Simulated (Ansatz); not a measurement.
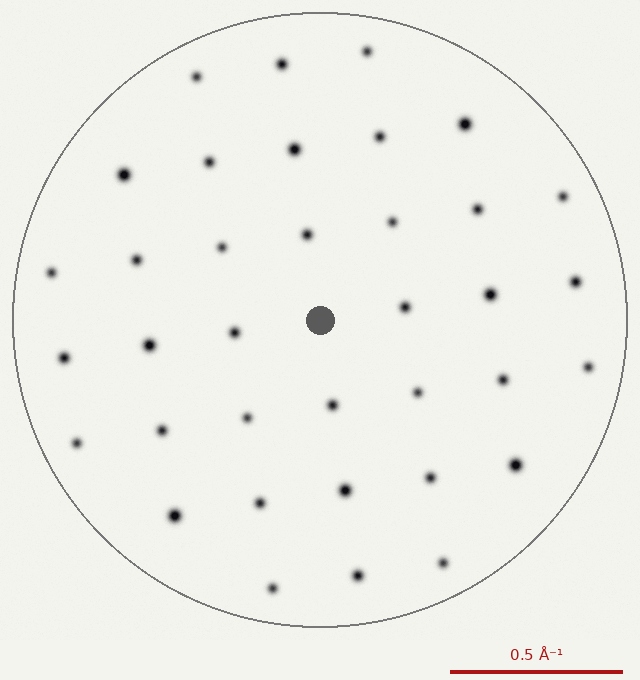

Simulated LEED pattern at 180 eV and normal incidence, from the upper face of a slab model. Spot positions follow from the surface net; brightness is a rough single-scattering estimate from the outer layers, good only for telling present from absent.

What surface net do the spots show?

Answer. The spots form a square reciprocal net with shortest vectors 0.251 and 0.251 Å⁻¹ at 90.0°. The primitive real-space mesh has edges 3.99 and 3.99 Å at 90.0° (or its supplement) and area 15.9 Å².

The slab has composition NbO4 (5 atoms a cell, 3.8 Å thick). Structure: coordinates from a relaxation with DFT PBE, scalar-relativistic, plane waves, PAW (Ansatz 0.2.0); the starting structure was generated, so it need not be a known form of this composition.

```xyz
5
Lattice="3.9878 0.0000 0.0000 0.0000 3.9878 0.0000 0.0000 0.0000 32.4753" Properties=species:S:1:pos:R:3 pbc="T T T"
Nb    0.0000    0.0000    9.5000
O     0.0000    0.0000    7.6000
O     0.0000    0.0000   11.4000
O     0.0000    1.9939    9.5000
O     1.9939    0.0000    9.5000
```
